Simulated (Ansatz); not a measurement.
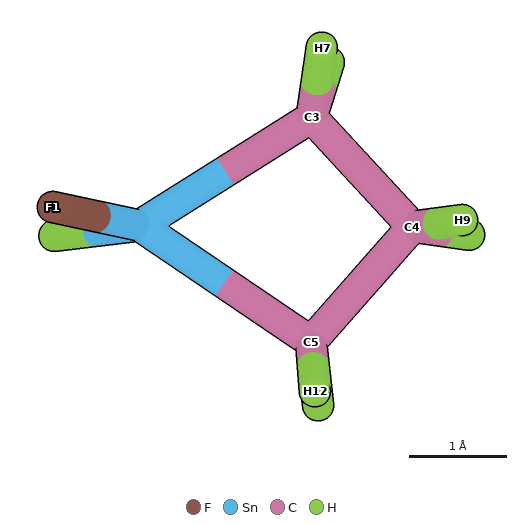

**Figure 1.** The structure as given in the input (stick view, seen on its broad side; atoms are numbered from 1 in the order of the input). Sticks mark near contacts.

## Geometry relaxation, with input and output: C₃H₇FSn (part 1 of 2)

The run: geometry relaxation of C₃H₇FSn. Method and program: RKS PBE-D4/def2-SVP (Ansatz 0.2.0).

The geometry: force-field start. Figures and captions count atoms from 1; the log counts them from 0 in places.

Output
```
Functional definition: PBE
  name "PBE"
  cite "Perdew, Burke & Ernzerhof, Phys. Rev. Lett. 77, 3865 (1996) doi:10.1103/PhysRevLett.77.3865"
  parent pbe
  parameter kappa = 0.804
  parameter beta = 0.06672455060314922
  exchange = pbe_x(kappa = kappa, mu = beta*pi^2/3)
  correlation = pbe_c(beta = beta)
1319 factors; their error is unknown
mean field evaluation 1: about -11743.8769 eV, gradient 8.1e1 eV
mean field evaluation 2: about -11630.1723 eV, gradient 1.8e2 eV
mean field evaluation 4: about -11759.3742 eV, gradient 2.5e1 eV
mean field evaluation 8: about -11760.4824 eV, gradient 1.7e-1 eV
mean field evaluation 16: about -11760.4279 eV, gradient 4.7e-4 eV
mean field -11760.42791983 eV, -432.1877545495 hartree, gradient 1.8e-5 eV, S^2 0.000000; 0 other end points of the search recorded, 0 dependent functions left out
the calculation of the forces begins
reference -11760.42795950 eV, -432.1877560071 hartree; 28, 28 occupied and 89, 89 virtual orbitals, 1319 factors
relax step   1: F+E_penalty+E_count = -11760.68837540 eV  Δ(F+E_penalty+E_count) = +0.000e0 eV  max|allowed force component| = 4.577e0 eV/Å  Δτ_max = 0.0000 Å  (30 SCF iters, accepted)
these checks for a lower state are left out or cut short: starts, cluster_reference, orbital_swaps, neighbouring_geometries, increment
1319 factors; their error is unknown
mean field -11761.22087927 eV, -432.2168952714 hartree, gradient 1.0e-5 eV, S^2 0.000000; 0 other end points of the search recorded, 0 dependent functions left out
[... from here on the field's lines of each further geometry are left out, up to the last ...]
relax step   2: F+E_penalty+E_count = -11761.47712930 eV  Δ(F+E_penalty+E_count) = -7.888e-1 eV  max|allowed force component| = 1.247e0 eV/Å  Δτ_max = 0.1923 Å  (37 SCF iters, accepted)
relax step   3: F+E_penalty+E_count = -11761.59041193 eV  Δ(F+E_penalty+E_count) = -1.133e-1 eV  max|allowed force component| = 7.892e-1 eV/Å  Δτ_max = 0.1328 Å  (31 SCF iters, accepted)
relax step   4: F+E_penalty+E_count = -11761.60573185 eV  Δ(F+E_penalty+E_count) = -1.532e-2 eV  max|allowed force component| = 5.329e-1 eV/Å  Δτ_max = 0.0375 Å  (32 SCF iters, accepted)
relax step   5: F+E_penalty+E_count = -11761.61524536 eV  Δ(F+E_penalty+E_count) = -9.514e-3 eV  max|allowed force component| = 1.319e-1 eV/Å  Δτ_max = 0.0292 Å  (31 SCF iters, accepted)
relax step   6: F+E_penalty+E_count = -11761.61744343 eV  Δ(F+E_penalty+E_count) = -2.198e-3 eV  max|allowed force component| = 1.047e-1 eV/Å  Δτ_max = 0.0303 Å  (32 SCF iters, accepted)
relax step   7: F+E_penalty+E_count = -11761.61978390 eV  Δ(F+E_penalty+E_count) = -2.340e-3 eV  max|allowed force component| = 6.665e-2 eV/Å  Δτ_max = 0.0419 Å  (30 SCF iters, accepted)
relax step   8: F+E_penalty+E_count = -11761.62249574 eV  Δ(F+E_penalty+E_count) = -2.712e-3 eV  max|allowed force component| = 1.916e-1 eV/Å  Δτ_max = 0.0880 Å  (30 SCF iters, accepted)
relax step   9: F+E_penalty+E_count = -11761.62543485 eV  Δ(F+E_penalty+E_count) = -2.939e-3 eV  max|allowed force component| = 2.818e-1 eV/Å  Δτ_max = 0.0866 Å  (31 SCF iters, accepted)
relax step  10: F+E_penalty+E_count = -11761.63206774 eV  Δ(F+E_penalty+E_count) = -6.633e-3 eV  max|allowed force component| = 2.707e-1 eV/Å  Δτ_max = 0.0751 Å  (31 SCF iters, accepted)
relax step  11: F+E_penalty+E_count = -11761.65033177 eV  Δ(F+E_penalty+E_count) = -1.826e-2 eV  max|allowed force component| = 1.356e-1 eV/Å  Δτ_max = 0.1560 Å  (30 SCF iters, accepted)
relax step  12: F+E_penalty+E_count = -11761.31083259 eV  Δ(F+E_penalty+E_count) = +3.395e-1 eV  max|allowed force component| = 1.749e0 eV/Å  Δτ_max = 0.1372 Å  (30 SCF iters, rejected (line search))
relax step  13: F+E_penalty+E_count = -11761.65350790 eV  Δ(F+E_penalty+E_count) = -3.176e-3 eV  max|allowed force component| = 2.599e-2 eV/Å  Δτ_max = 0.0426 Å  (31 SCF iters, accepted)
relax step  14: F+E_penalty+E_count = -11761.65358924 eV  Δ(F+E_penalty+E_count) = -8.133e-5 eV  max|allowed force component| = 7.840e-2 eV/Å  Δτ_max = 0.0977 Å  (31 SCF iters, accepted)
the calculation of the forces begins
reference -11761.39863354 eV, -432.2234276203 hartree; 28, 28 occupied and 89, 89 virtual orbitals, 1319 factors
relax step  15: F+E_penalty+E_count = -11761.65460065 eV  Δ(F+E_penalty+E_count) = -1.011e-3 eV  max|allowed force component| = 2.060e-2 eV/Å  Δτ_max = 0.0444 Å  (32 SCF iters, accepted)
1319 factors; their error is unknown
mean field evaluation 128: about -11761.4494 eV, gradient 7.6e-1 eV
```

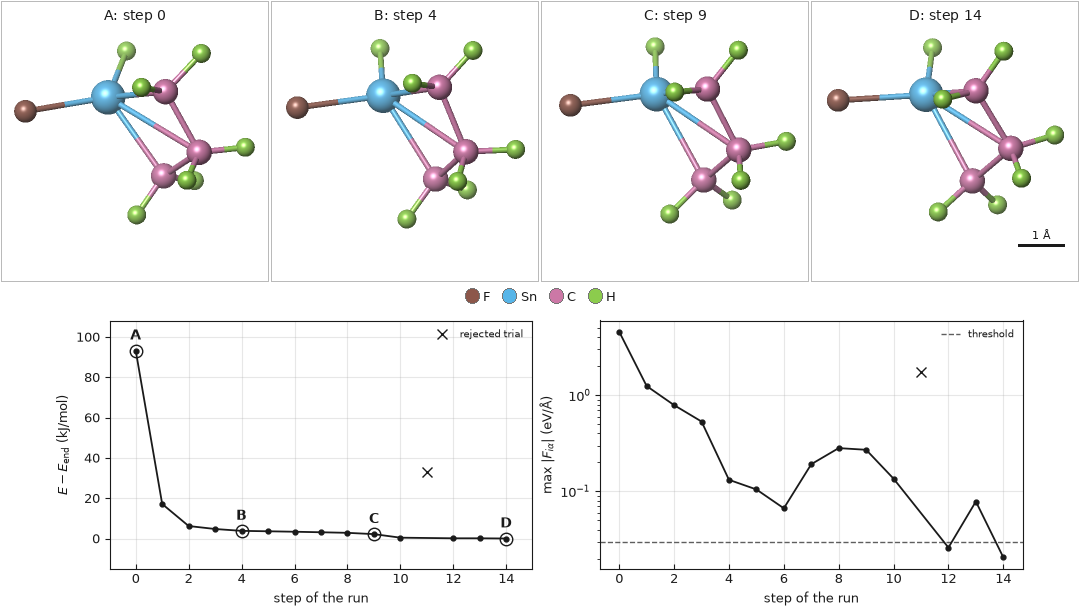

**Figure 2.** Frames of the relaxation (ball-and-stick view, seen at a tilt) above the curves, on which the letters mark them (the first geometry is step 0 here and step 1 in the log).

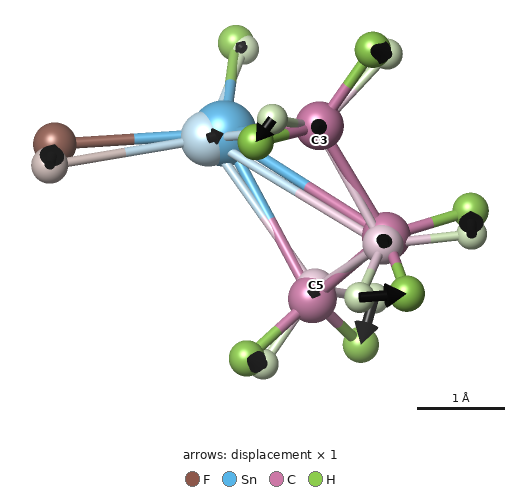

**Figure 3.** Start (faint) and end (solid) with the displacements as black arrows, at true length (ball-and-stick view, seen at a tilt). The two geometries are laid on each other by the best rigid fit. After 14 geometry steps the energy has fallen by 93.2 kJ/mol. Largest force component: 4.6 eV/Å at the start, 0.021 eV/Å at the end. The line search rejected the trial step at point 11 (counted from 0) and went back. The largest move after the best rigid fit is that of H11, 0.57 Å. By element the largest moves are H 0.57 Å, F 0.44 Å, Sn 0.20 Å, C 0.18 Å. Among the contacts that change: Sn2–C4 2.826 → 2.664 Å, Sn2–C3 2.104 → 2.203 Å, C4–H10 1.050 → 1.111 Å, C3–H8 1.165 → 1.107 Å. Among the angles that change: Sn2–C4–H9 119.8° → 147.5°, F1–Sn2–H6 122.6° → 103.1°, Sn2–C4–H10 122.8° → 106.3°. (Atoms are counted from 1 in the order of the input.)

```
mean field -11761.39859236 eV, -432.2234261070 hartree, gradient 1.8e-5 eV, S^2 0.000000; 1 other end points of the search recorded, 0 dependent functions left out
the calculation of the forces begins
reference -11761.39863354 eV, -432.2234276203 hartree; 28, 28 occupied and 89, 89 virtual orbitals, 1319 factors
Total energy: -11761.65464183 eV, -432.2328357515 hartree
Atom 0 at    -2.636110    -0.848856     1.196933 Å, force     0.008384     0.002081    -0.004463 eV/Å
Atom 1 at    -1.198356     0.449072     0.810089 Å, force    -0.002247    -0.002980     0.002837 eV/Å
Atom 2 at     0.802711    -0.466848     0.903614 Å, force     0.007192     0.001047     0.002256 eV/Å
Atom 3 at     1.029396    -0.029669    -0.569707 Å, force    -0.020597     0.001285     0.005563 eV/Å
Atom 4 at    -0.366244     0.197631    -1.213705 Å, force     0.009733    -0.000416    -0.002576 eV/Å
Atom 5 at    -1.762457     1.903230     1.578543 Å, force     0.004757    -0.001893    -0.004022 eV/Å
Atom 6 at     0.651314    -1.560265     1.016189 Å, force    -0.001155     0.008415    -0.007837 eV/Å
Atom 7 at     1.559813    -0.131479     1.638034 Å, force    -0.009027    -0.001642    -0.011728 eV/Å
Atom 8 at     1.642265    -0.764499    -1.138764 Å, force    -0.003603    -0.001238     0.001548 eV/Å
Atom 9 at     1.597546     0.924763    -0.583952 Å, force    -0.003444    -0.002364     0.001474 eV/Å
Atom 10 at    -0.432755     1.001263    -1.971661 Å, force     0.003056    -0.005441     0.008543 eV/Å
Atom 11 at    -0.810222    -0.729342    -1.631712 Å, force     0.006952     0.003147     0.008404 eV/Å
Dipole moment:     0.470932     0.305307    -0.164575 e Å
```

Trajectory as extended XYZ (Å, eV, eV/Å), 15 frames, from step=1 to step=15
```
12
Properties=species:S:1:pos:R:3:forces:R:3 step=1 energy=-11760.68837
F    -2.5068   -1.2257    1.0327   -0.5906  -0.2283   0.2494
Sn   -1.3133    0.2917    0.8071    0.3940   1.0865  -0.2044
C     0.6927   -0.3405    0.8620    3.5648  -0.1838   2.4516
C     1.0751   -0.1932   -0.6244   -4.5765  -0.3297   1.1884
C    -0.3600    0.2833   -1.1211    0.9595   0.9522  -0.8281
H    -1.6550    1.8809    1.4982   -0.4138  -0.5353   0.0791
H     0.8383   -1.3925    1.2234    0.0723   0.4558   0.1887
H     1.3873    0.3685    1.4726   -0.9194  -1.1413  -0.2382
H     1.2624   -1.1678   -1.0336    0.7111  -0.7850  -0.6783
H     1.7979    0.5494   -0.7936    1.6111   1.1669  -0.4770
H    -0.3157    1.3140   -1.5105   -0.2686   0.0088  -0.5747
H    -0.8260   -0.4231   -1.7789   -0.5439  -0.4667  -1.1565
12
Properties=species:S:1:pos:R:3:forces:R:3 step=2 energy=-11761.47713
F    -2.5217   -1.1152    1.0696   -0.0394   0.0901   0.0346
Sn   -1.2057    0.3296    0.7720   -0.6181   0.1607   0.3003
C     0.8334   -0.3788    0.9874    0.0607   0.4169  -0.3143
C     0.9544   -0.1873   -0.5770   -0.4075  -0.1022  -0.0561
C    -0.3950    0.3247   -1.2574    0.7160  -0.0713   1.2468
H    -1.8011    1.7768    1.5541   -0.1132  -0.1122   0.0280
H     0.9554   -1.4261    1.3351   -0.0776   0.1389  -0.0469
H     1.4899    0.2963    1.6010   -0.2696  -0.3238  -0.3211
H     1.2031   -1.1605   -1.0218    0.3513  -0.1671  -0.2421
H     1.7390    0.5421   -0.7865    0.5852   0.1635  -0.2435
H    -0.3285    1.3375   -1.6946   -0.0020  -0.0388  -0.1356
H    -0.8464   -0.3941   -1.9482   -0.1859  -0.1546  -0.2503
12
Properties=species:S:1:pos:R:3:forces:R:3 step=3 energy=-11761.59041
F    -2.5676   -1.0707    1.1045    0.0399   0.0091  -0.0318
Sn   -1.2298    0.3500    0.7927   -0.1701   0.1314   0.0955
C     0.8304   -0.3605    0.9536    0.1627   0.1236  -0.2375
C     1.0012   -0.1976   -0.6051   -0.7892   0.1038   0.2473
C    -0.3672    0.3225   -1.2251    0.5663  -0.1309   0.4939
H    -1.9140    1.7348    1.6099    0.0087  -0.0779  -0.0341
H     0.9217   -1.4024    1.3183   -0.0044   0.0289   0.0022
H     1.4921    0.2942    1.5629   -0.0634  -0.1208  -0.0782
H     1.2504   -1.1771   -1.0527    0.1898  -0.0119  -0.1011
H     1.8061    0.5246   -0.8270    0.1891  -0.0256  -0.0963
H    -0.2952    1.3235   -1.6909   -0.0568  -0.0362  -0.1241
H    -0.8511   -0.3962   -1.9072   -0.0725   0.0063  -0.1357
12
Properties=species:S:1:pos:R:3:forces:R:3 step=4 energy=-11761.60573
F    -2.5665   -1.0622    1.1007    0.0390  -0.0151  -0.0322
Sn   -1.2343    0.3655    0.8023   -0.0081   0.0442   0.0037
C     0.8325   -0.3548    0.9503    0.0595   0.0172  -0.2472
C     1.0016   -0.1979   -0.6053   -0.5329   0.1153   0.1744
C    -0.3620    0.3240   -1.2142    0.3945  -0.1360   0.2237
H    -1.9472    1.7234    1.6231    0.0017   0.0033  -0.0021
H     0.9095   -1.3968    1.3159   -0.0070  -0.0085   0.0101
H     1.5062    0.2832    1.5543    0.0170  -0.0048   0.0199
H     1.2641   -1.1749   -1.0591    0.0808   0.0302  -0.0296
H     1.8186    0.5164   -0.8351    0.0264  -0.0568  -0.0250
H    -0.2882    1.3141   -1.7050   -0.0483  -0.0312  -0.0604
H    -0.8575   -0.3951   -1.8940   -0.0226   0.0424  -0.0352
12
Properties=species:S:1:pos:R:3:forces:R:3 step=5 energy=-11761.61525
F    -2.5452   -1.0661    1.0812    0.0142  -0.0082  -0.0100
Sn   -1.2330    0.3845    0.8097    0.0561  -0.0017  -0.0278
C     0.8336   -0.3521    0.9484   -0.0087  -0.0302  -0.1186
C     0.9935   -0.1951   -0.6007   -0.1319   0.0554   0.0368
C    -0.3575    0.3236   -1.2046    0.1250  -0.0519  -0.0177
H    -1.9654    1.7284    1.6332   -0.0049   0.0104   0.0066
H     0.8910   -1.3963    1.3122   -0.0126  -0.0088   0.0066
H     1.5212    0.2687    1.5520    0.0390   0.0298   0.0399
H     1.2744   -1.1659   -1.0620   -0.0096   0.0287   0.0188
H     1.8184    0.5123   -0.8356   -0.0564  -0.0278   0.0240
H    -0.2876    1.3005   -1.7238   -0.0156  -0.0275   0.0040
H    -0.8664   -0.3975   -1.8760    0.0053   0.0318   0.0373
```
